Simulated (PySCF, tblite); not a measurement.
# C5H12Si2: dynamics, then NMR shifts on frames, part 2 of 2

tblite 0.8.0 and PySCF 2.14.0. Atoms count from 0.

### 6 Nuclear shieldings: 800 fs, PBE0/pcSseg-1

The job: settings as JSON, then the geometry in Å.

```
{"job": {"kind": "nmr", "xc": "PBE0", "basis": "pcSseg-1", "pop": false}, "charge": 0, "multiplicity": 1}
C      3.404900     0.067500     0.677500
C      2.461700    -0.219600    -0.217100
C      1.131000    -0.787000    -0.024400
C      0.118300     0.310900    -0.223200
Si    -0.434100     1.472800     1.076500
C     -2.202900     1.395800     0.474500
Si    -1.751800    -0.232300    -0.490000
H      4.374700     0.443900     0.388100
H      3.224700    -0.283400     1.698300
H      2.580700     0.176200    -1.243700
H      1.012700    -1.118400     0.994200
H      1.016100    -1.561300    -0.794600
H      0.466600     0.818100    -1.072600
H      0.315500     2.738200     0.964700
H     -0.110400     1.055000     2.371800
H     -2.466100     2.210700    -0.232900
H     -2.961000     1.288900     1.226600
H     -2.386300    -0.614800    -1.719500
H     -1.905700    -1.448400     0.360200
```

Method: GIAO PBE0/pcSseg-1 NMR shielding, non-relativistic, gas phase.

Log:

```text
coarse grid: 16120 points
cycle   1  E = -776.0327936691  dE =  7.437e-01  |g| = 5.227e-01  |ddm| = 3.920e+00
cycle   2  E = -775.9902723006  dE =  4.252e-02  |g| = 6.474e-01  |ddm| = 1.152e+00
cycle   3  E = -776.1046970543  dE = -1.144e-01  |g| = 7.014e-02  |ddm| = 7.581e-01
cycle   4  E = -776.1057706493  dE = -1.074e-03  |g| = 3.383e-02  |ddm| = 1.072e-01
cycle   5  E = -776.1060428299  dE = -2.722e-04  |g| = 1.110e-02  |ddm| = 3.562e-02
cycle   6  E = -776.1060731345  dE = -3.030e-05  |g| = 3.029e-03  |ddm| = 1.225e-02
cycle   7  E = -776.1060754469  dE = -2.312e-06  |g| = 4.568e-04  |ddm| = 2.955e-03
final grid: 144360 points
cycle   8  E = -776.1466214402  dE = -3.177e-05  |g| = 7.803e-03  |ddm| = 2.867e-02
cycle   9  E = -776.1466120308  dE =  9.409e-06  |g| = 9.761e-03  |ddm| = 1.762e-02
cycle  10  E = -776.1466375535  dE = -2.552e-05  |g| = 1.150e-03  |ddm| = 1.030e-02
cycle  11  E = -776.1466378738  dE = -3.203e-07  |g| = 3.151e-04  |ddm| = 1.263e-03
cycle  12  E = -776.1466378964  dE = -2.258e-08  |g| = 1.070e-04  |ddm| = 3.113e-04
cycle  13  E = -776.1466378992  dE = -2.801e-09  |g| = 2.564e-05  |ddm| = 1.163e-04
cycle  14  E = -776.1466378994  dE = -1.546e-10  |g| = 5.451e-06  |ddm| = 3.154e-05
converged SCF energy = -776.1466378994

GIAO shielding tensors (ppm)
atom      isotropic    diamagn.    paramagn.     s11        s22        s33       span
  0 C       68.898     253.682    -184.784    -42.822     93.673    155.841    198.663
  1 C       29.394     260.828    -231.434    -95.027     37.669    145.541    240.567
  2 C      148.789     244.584     -95.795    133.838    151.866    160.662     26.824
  3 C      172.996     259.808     -86.812    137.791    173.832    207.365     69.574
  4 Si     391.211     883.347    -492.136    352.191    372.220    449.223     97.033
  5 C      195.421     261.013     -65.592    180.243    196.812    209.208     28.965
  6 Si     380.165     882.003    -501.838    338.646    352.632    449.218    110.572
  7 H       26.263      28.012      -1.749     23.304     25.352     30.132      6.828
  8 H       26.244      30.914      -4.670     22.500     25.258     30.974      8.475
  9 H       25.533      31.549      -6.016     22.357     25.243     29.000      6.643
 10 H       29.528      33.197      -3.669     26.048     28.918     33.620      7.572
 11 H       29.146      30.976      -1.831     24.097     28.587     34.754     10.657
 12 H       31.484      36.974      -5.490     27.557     32.338     34.556      6.999
 13 H       26.948      30.763      -3.816     22.974     25.506     32.362      9.388
 14 H       28.002      32.415      -4.414     24.758     26.792     32.454      7.696
 15 H       30.592      30.320       0.272     26.745     27.095     37.936     11.192
 16 H       31.526      30.606       0.920     26.734     27.276     40.567     13.833
 17 H       27.005      30.730      -3.726     23.567     24.531     32.917      9.350
 18 H       26.885      31.119      -4.233     24.449     25.539     30.669      6.220
```

Run time: 23 s. Hardware: 1 thread of AMD EPYC 9B14, shared host; peak memory 0.89 GiB.

In short: δ C1 157.5, C0 118.0, C2 38.1, C3 13.9, H9 6.18, H8 5.47 ppm.

### 7 NMR shieldings: 1000 fs, PBE0/pcSseg-1

The job: settings as JSON, then the geometry in Å.

```
{"job": {"kind": "nmr", "xc": "PBE0", "basis": "pcSseg-1", "pop": false}, "charge": 0, "multiplicity": 1}
C      3.228100     0.666700     0.168400
C      2.584100    -0.245900    -0.511000
C      1.155300    -0.726400    -0.315100
C      0.199100     0.412800    -0.523900
Si    -0.210300     1.483800     0.948100
C     -2.053400     1.167000     0.634000
Si    -1.626800    -0.125300    -0.713500
H      4.228000     1.024500    -0.027800
H      2.762500     1.144100     1.092600
H      2.984100    -0.658300    -1.405300
H      0.992800    -1.229300     0.631800
H      0.920800    -1.467600    -1.028100
H      0.601200     0.995600    -1.365500
H      0.373800     2.784600     0.906600
H      0.210400     0.863500     2.242900
H     -2.700500     1.978000     0.451600
H     -2.328300     0.734400     1.569200
H     -2.209100    -0.008000    -2.024800
H     -1.849400    -1.529800    -0.124300
```

With the program's defaults for keys left out, this is: GIAO PBE0/pcSseg-1 NMR shielding, non-relativistic, gas phase.

Log:

```text
coarse grid: 16120 points
cycle   1  E = -776.0269691653  dE =  7.176e-01  |g| = 5.435e-01  |ddm| = 3.928e+00
cycle   2  E = -775.9792371561  dE =  4.773e-02  |g| = 6.767e-01  |ddm| = 1.218e+00
cycle   3  E = -776.1040647582  dE = -1.248e-01  |g| = 6.519e-02  |ddm| = 7.992e-01
cycle   4  E = -776.1049732338  dE = -9.085e-04  |g| = 3.170e-02  |ddm| = 1.008e-01
cycle   5  E = -776.1052175545  dE = -2.443e-04  |g| = 9.332e-03  |ddm| = 3.247e-02
cycle   6  E = -776.1052380339  dE = -2.048e-05  |g| = 2.998e-03  |ddm| = 1.063e-02
cycle   7  E = -776.1052403166  dE = -2.283e-06  |g| = 3.896e-04  |ddm| = 2.893e-03
final grid: 144360 points
cycle   8  E = -776.1464484738  dE = -3.243e-05  |g| = 7.690e-03  |ddm| = 2.846e-02
cycle   9  E = -776.1464392965  dE =  9.177e-06  |g| = 9.630e-03  |ddm| = 1.749e-02
cycle  10  E = -776.1464639573  dE = -2.466e-05  |g| = 9.729e-04  |ddm| = 1.034e-02
cycle  11  E = -776.1464641837  dE = -2.264e-07  |g| = 3.009e-04  |ddm| = 1.126e-03
cycle  12  E = -776.1464642046  dE = -2.093e-08  |g| = 9.274e-05  |ddm| = 2.763e-04
cycle  13  E = -776.1464642066  dE = -2.004e-09  |g| = 2.495e-05  |ddm| = 9.867e-05
cycle  14  E = -776.1464642068  dE = -1.521e-10  |g| = 4.538e-06  |ddm| = 2.899e-05
converged SCF energy = -776.1464642068

GIAO shielding tensors (ppm)
atom      isotropic    diamagn.    paramagn.     s11        s22        s33       span
  0 C       67.233     255.425    -188.192    -41.045     79.688    163.054    204.099
  1 C       38.531     256.294    -217.763    -81.652     33.925    163.320    244.972
  2 C      155.047     247.635     -92.588    140.487    148.736    175.919     35.432
  3 C      168.572     258.949     -90.377    138.981    166.943    199.792     60.812
  4 Si     370.319     882.989    -512.670    315.883    366.656    428.418    112.535
  5 C      200.568     260.315     -59.747    182.563    203.808    215.334     32.771
  6 Si     378.804     881.565    -502.762    344.316    363.092    429.003     84.686
  7 H       26.190      27.477      -1.287     24.606     25.339     28.625      4.019
  8 H       25.707      31.197      -5.490     22.879     24.537     29.706      6.827
  9 H       25.374      30.525      -5.151     22.531     24.942     28.648      6.118
 10 H       29.695      32.710      -3.015     26.594     28.864     33.625      7.031
 11 H       30.467      33.506      -3.039     25.380     29.872     36.149     10.768
 12 H       30.398      34.482      -4.084     26.951     30.679     33.564      6.613
 13 H       27.032      31.709      -4.677     23.590     25.523     31.983      8.393
 14 H       26.697      31.395      -4.698     23.574     25.935     30.582      7.007
 15 H       32.268      31.255       1.012     27.562     28.263     40.978     13.416
 16 H       31.388      32.396      -1.008     26.765     28.784     38.615     11.849
 17 H       26.982      30.520      -3.538     23.538     24.826     32.582      9.044
 18 H       26.173      29.690      -3.516     23.502     24.749     30.268      6.766
```

Wall time 23 s (1 thread of AMD EPYC 9B14, shared host); peak memory 0.93 GiB.

Key values: δ C1 148.4, C0 119.7, C2 31.9, C3 18.4, H9 6.34, H8 6.01 ppm.

### 8 Side by side: NMR shifts

Shifts (ppm) of some atoms, chosen among heavy atoms and hydrogens apart, with basis size and wall time:

```
  frame     C1     C0    C2    C3   H11   H10    Si4  functions  time
 250 fs  145.5  120.1  36.1  31.2  3.18  0.01  -32.5        193  22 s
 425 fs  157.9  125.6  48.7  25.4  3.95  3.79  -35.3        193  22 s
 625 fs  151.9  114.9  41.1  28.9  3.18  2.56  -27.9        193  23 s
 800 fs  157.5  118.0  38.1  13.9  2.57  2.19  -42.1        193  23 s
1000 fs  148.4  119.7  31.9  18.4  1.25  2.02  -21.2        193  23 s
```

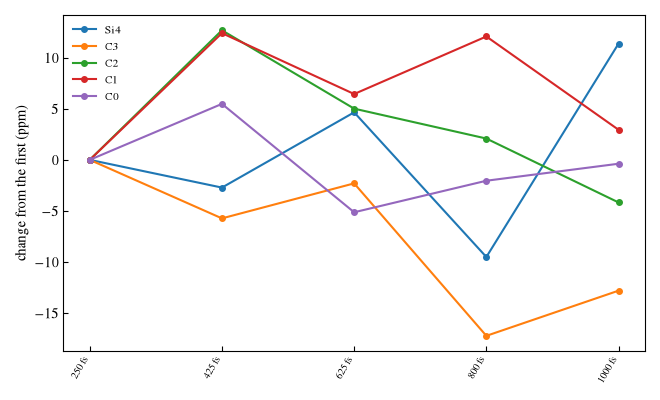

How five of the tabulated atoms move from run to run.

### 9 What came out

The summary covers parts 1 to 2.

| quantity | value |
| --- | --- |
| thermostat | 300 K |
| mean temperature, second half | 310 K |
| mean potential energy above the minimum | 0.72 eV |
| 13C shifts against TMS (PBE0/pcSseg-1, 250 fs) | 145.5, 120.1, 36.1, 31.2, -9.2 ppm |
| 1H shifts against TMS (PBE0/pcSseg-1, 250 fs) | 5.41, 5.33, 5.26, 5.01, 4.68, 4.55, 4.36, 3.18, 2.19, 1.31, 0.65, 0.01 ppm |
| 29Si shifts against TMS (PBE0/pcSseg-1, 250 fs) | -32.5, -37.8 ppm |
| range of the shift of Si4 | -42.1 to -21.2 ppm |

In words: In the second half the potential energy averages 0.72 eV above the minimum; equipartition over 51 harmonic modes at 300 K would give 0.66 eV. With 19 atoms the temperature swings widely (148 to 425 K). Shifts at one fixed geometry are not the observed spectrum, which averages over the motion. In the first frame run (250 fs): The largest span, 237 ppm, is at C1, where the paramagnetic term is -216 ppm. In ppm, Si4 moves most: its shift spreads over 20.9 ppm, from -42.1 (800 fs) to -21.2 (1000 fs).
